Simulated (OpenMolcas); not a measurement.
Run report: InH₃O, property calculation

InH₃O (InH2(OH)), computed with M06-2X/ANO-RCC-VDZ, RKS, DKH2, PCM solvent methylenechloride (OpenMolcas 26.06).

The run did not end well. The geometry comes from this level: GFN2-xTB.

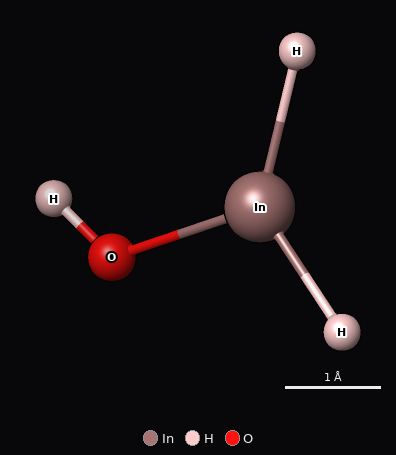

Fig. 1: The structure as given in the input (ball-and-stick view, seen at a tilt). Sticks mark near contacts.

Input file:
```
&GATEWAY
  Coord
  5
  angstrom
  In       0.340170       0.465720      -0.104120
  H        2.012910       0.451630      -0.310070
  H       -0.660060       1.845200      -0.135400
  O       -0.382610      -1.293370       0.200710
  H       -1.310410      -1.469180       0.348880
  Basis=ANO-RCC-VDZ
  Group=NoSym
  RF-Input
  PCM-Model
  Solvent=methylenechloride
  End of RF-Input

&SEWARD

&SCF
  KSDFT=M062X
  PrOrbitals=1 1

&LOPROP
```

Launch command:
```bash
export MOLCAS_MEM=4
pymolcas run.input > run.log
```

Output:
```
--- Start Module: gateway ---

                                              &GATEWAY

                       available to each process: 4.0 MB of memory, 1 thread

---------------------------------------------------------------------------------------------
  Nr.	 Label		Type		Offset		Length	   Atime	  Address
---------------------------------------------------------------------------------------------
  1	FILETABL    	CHAR	-87582412538632	       26929           5	[0xaaaac910d060]
  2	DBSC        	CHAR	    -272470872	     1456001          58	[0xfa529769c010]
  3	SHELLS      	CHAR	    -273265496	      792001          59	[0xfa52975da010]
---------------------------------------------------------------------------------------------
Maximal available memory for Molcas = 1725069
 ?mma_allo_?D: error: out-of-memory
 label: dc
  available (kB):         1725
  required  (kB):         3040

--- Stop Module: gateway /rc=-6 ---

.########################.
.# Non-zero return code #.
.########################.

    Timing: Wall=0.04 User=0.04 System=0.00
```

Outcome:

- outcome: ended with an error
- hardware: 1 thread of Arm Neoverse V1, 24 GiB of memory available, shared host
- peak memory: 0.1 GiB

What went wrong:

Some settings of this run were drawn to be unusual or wrong (mem set to 4 (from default)). The run ended with an error.
